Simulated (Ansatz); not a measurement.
# r2SCAN/STO-3G run of SiH3Cl (SiClH3)

Aim: the electronic atomisation energy of SiH3Cl (SiClH3) at r2SCAN/STO-3G, from 4 runs. 

The calculation is run with Ansatz 0.2.0.

41 further runs of the same task are left out: 4 that didn't finish, 37 set aside as unsound or not needed.

### Step 1. The system as given

The species is SiH3Cl (5 atoms), meant as a singlet with charge 0. SMILES: `[H][Si]([H])([H])Cl`. The shape is that of a GFN2-xTB optimisation.

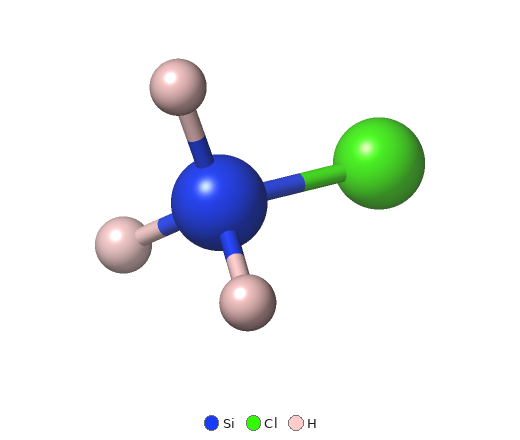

The structure, seen from a chosen angle (silicon blue, chlorine green, hydrogen pink).

### Step 2. A single-point energy at r2SCAN/STO-3G

File job.yaml:

```yaml
crystal:
  periodic: [false, false, false]
  atoms:
    - {symbol: Si, position_ang: [0.000290, 0.001940, -0.129410]}
    - {symbol: Cl, position_ang: [0.010690, -0.020840, 1.880630]}
    - {symbol: H, position_ang: [1.382330, 0.011210, -0.594910]}
    - {symbol: H, position_ang: [-0.700750, 1.203700, -0.566480]}
    - {symbol: H, position_ang: [-0.692550, -1.196020, -0.589840]}
basis:
  gaussian:
    orbitals: STO-3G
hamiltonian:
  xc: {name: r2SCAN}
accuracy: high
```

The run is started by

```bash
$ ansatz run job.yaml --threads 1 --pin off --max-ram 2610MiB --events-out events.jsonl --progress --plain --runs-dir runs
```

Log:

```text
Warning: RAYON_NUM_THREADS=1 ignored (pool sized by the plan → 1); use --threads N
Functional definition: r2SCAN
  name "r2SCAN"
  parameter k0 = 0.174
  parameter k1 = 0.065
  parameter a1 = 4.9479
  exchange = r2scan_x(k0 = k0, k1 = k1, a1 = a1)
  correlation = r2scan_c
364 factors; integrals over basis functions are off by at most 1.0e-8 eV
mean field evaluation 1: about -20220.1479 eV, gradient 2.0e1 eV
mean field evaluation 2: about -20220.6267 eV, gradient 1.6e1 eV
mean field evaluation 4: about -20221.6079 eV, gradient 1.2e-1 eV
mean field evaluation 8: about -20221.5721 eV, gradient 6.9e-4 eV
mean field -20221.57208484 eV, -743.1290674440 hartree, gradient 2.5e-8 eV, S^2 0.000000; 0 other end points of the search recorded, 0 dependent functions left out
reference -20221.57208520 eV, -743.1290674572 hartree; 17, 17 occupied and 4, 4 virtual orbitals, 364 factors
Total energy: -20221.57208520 eV, -743.1290674572 hartree
```

Wall time 1.4 s (1 thread of AMD EPYC 9R14 (Zen 4), shared host); peak memory 0.16 GiB.

### Step 3. The Cl atom at the same level

File molecule.yaml:

```yaml
crystal:
  periodic: [false, false, false]
  atoms:
    - {symbol: Cl, position_ang: [0.000000, 0.000000, 0.000000]}
basis:
  gaussian:
    orbitals: STO-3G
total_charge: 0
accuracy: high
hamiltonian:
  xc: {name: r2SCAN}
magnetization:
  spin_polarized: true
  initial_magnetization: 1
```

Run the same way, it converges to -455.11379 Eh (log not shown).

### Step 4. The H atom, same level

File run.yaml:

```yaml
crystal:
  periodic: [false, false, false]
  atoms:
    - {symbol: H, position_ang: [0.000000, 0.000000, 0.000000]}
basis:
  gaussian: {orbitals: STO-3G}
magnetization: {spin_polarized: true, initial_magnetization: 1}
hamiltonian: {xc: {name: r2SCAN}}
accuracy: high
```

The run is started by

```bash
$ ansatz run run.yaml --threads 1 --pin off --max-ram 2610MiB --events-out events.jsonl --progress --plain --runs-dir runs
```

Log:

```text
Warning: RAYON_NUM_THREADS=1 ignored (pool sized by the plan → 1); use --threads N
Functional definition: r2SCAN
  name "r2SCAN"
  parameter k0 = 0.174
  parameter k1 = 0.065
  parameter a1 = 4.9479
  exchange = r2scan_x(k0 = k0, k1 = k1, a1 = a1)
  correlation = r2scan_c
1 factors; integrals over basis functions are off by at most 4.6e-10 eV
mean field evaluation 1: about -12.6930 eV, gradient 0.0e0 eV
mean field evaluation 2: about -12.6930 eV, gradient 0.0e0 eV
mean field -12.69300701 eV, -0.4664594041 hartree, gradient 0.0e0 eV, S^2 0.750000; 0 other end points of the search recorded, 0 dependent functions left out
reference -12.69300747 eV, -0.4664594207 hartree; 1, 0 occupied and 0, 1 virtual orbitals, 1 factors
Total energy: -12.69300747 eV, -0.4664594207 hartree
```

Wall time 0.18 s (1 thread of AMD EPYC 9R14 (Zen 4), shared host).

### Step 5. The Si atom, same level

File job.yaml:

```yaml
basis:
  gaussian: {orbitals: STO-3G}
crystal:
  periodic: [false, false, false]
  atoms:
    - {symbol: Si, position_ang: [0.000000, 0.000000, 0.000000]}
magnetization: {spin_polarized: true, initial_magnetization: 2}
hamiltonian: {xc: r2scan}
accuracy: high
```

Run the same way, it converges to -285.91246 Eh (log not shown).

### Step 6. Summary of results

Level: r2SCAN/STO-3G.

| quantity | value |
| --- | --- |
| molecule: total energy | -743.12907 Eh |
| Cl atom: total energy | -455.11379 Eh |
| Cl atom: ⟨S²⟩ | 0.750 |
| H atom: total energy | -0.46646 Eh |
| H atom: ⟨S²⟩ | 0.750 |
| Si atom: total energy | -285.91246 Eh |
| Si atom: ⟨S²⟩ | 2.000 |
| electronic atomisation energy | 19.141 eV |

In words: Taking the molecule apart into free atoms costs 19.14 eV (441 kcal/mol), before zero-point energy and without spin-orbit coupling. In a minimal basis such a difference can be off by several eV, whatever the method.
